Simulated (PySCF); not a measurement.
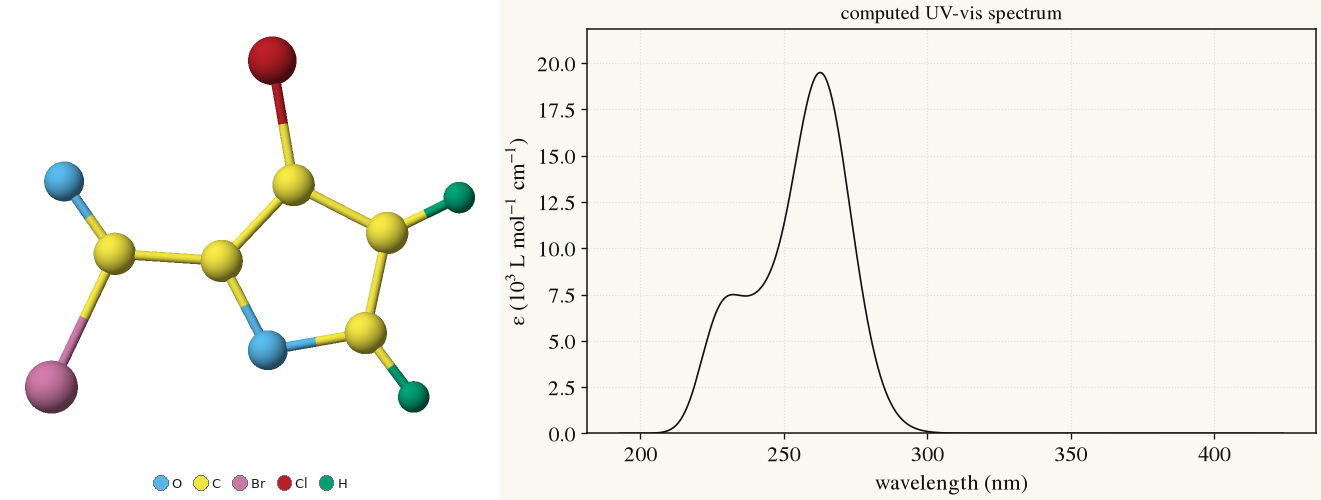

Computed absorption of C₅H₂BrClO₂, SMILES O=C(Br)c1occc1Cl. Vertical TDDFT excitations, PBE0/def2-SVPD, PySCF, at a GFN2-xTB geometry (no frequency check), gas phase. Only the first 6 singlet excitations are included; each is broadened by a Gaussian of 1/e half-width 0.25 eV.

Question: Does any vertical transition fall in the visible?

Answer: No singlet lies below 3.1 eV (beyond 400 nm), so at this level no vertical transition falls in the visible.

Question: Where is the maximum of the broadened curve, and how high is it?

Answer: At about 4.7 eV (263 nm), with ε near 19000 L mol⁻¹ cm⁻¹.

Question: Where is the lowest singlet, and is it bright?

Answer: S1 lies at 4.12 eV (301 nm) with f = 0.000, mainly HOMO−1 → LUMO (80 %); it is dark or nearly so.

Known limits of this run: the tight-binding geometry is rougher than a DFT one and adds to the error; spin-orbit coupling is left out, and with Br it can shift these levels and split any degenerate set; one conformer of a flexible molecule; core orbitals are frozen in the response.
